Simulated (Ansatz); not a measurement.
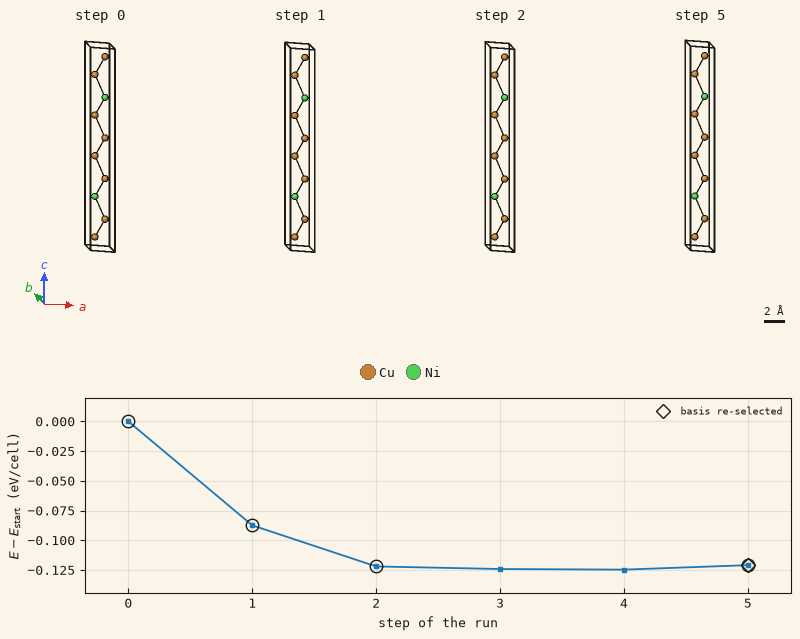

Frames of a relaxation of a crystal of Cu$_{4}$Ni (a generated structure, set up in P6_3/mmc) (coarse preliminary run), marked on the history of the run. A ball-and-stick model of the cell of the calculation, seen slightly off an axis.

Method: DFT PBE, scalar-relativistic, plane waves, PAW (Ansatz). (plane-wave cutoff 420 eV; k-point mesh 6 × 6 × 1; occupations gaussian; smearing width 0.1 eV; collinear spin; cell and atoms relaxed; force threshold 0.04 eV/Å; at most 70 steps)

Q: What happens along the run?

A: The largest moves relative to the cell, 0.040 Å, are those of Cu atoms. Ni stays in place. Cell: a = b 2.589 → 2.531 Å (−2.3 %), c 21.061 → 21.183 Å (+0.6 %). Volume −3.9 %. Some distances before and after: Cu–Cu 2.589 → 2.531 Å, Ni–Ni 2.589 → 2.531 Å, Cu–Ni 2.583 → 2.541 Å, Cu–Cu 2.583 → 2.596 Å. The space group stays P6_3/mmc (No. 194). The energy falls by 0.121 eV per cell of the calculation in 4 accepted moves (5 points after the start). The largest force component goes from 0.22 to 0.0013 eV/Å. Pressure: −5.46 GPa at the start and 0.05 GPa at the end. The SCF was repeated once at an unchanged geometry on a basis and grid sized afresh for the cell, which shifted the energy by 3.8 meV per cell of the calculation at most. The program noted that the starting moments weren't kept. From step 0 to 1: Cu atoms move most (0.02 Å), volume −2.3 %, energy −87.4 meV per cell of the calculation. From step 1 to 2: Cu atoms move most (0.03 Å), volume −2.1 %, energy −34.6 meV per cell of the calculation. From step 2 to 5: volume +0.4 %, energy +1.1 meV per cell of the calculation.

Limits of the set-up: the k-point mesh is coarse for a cell with partly filled bands.
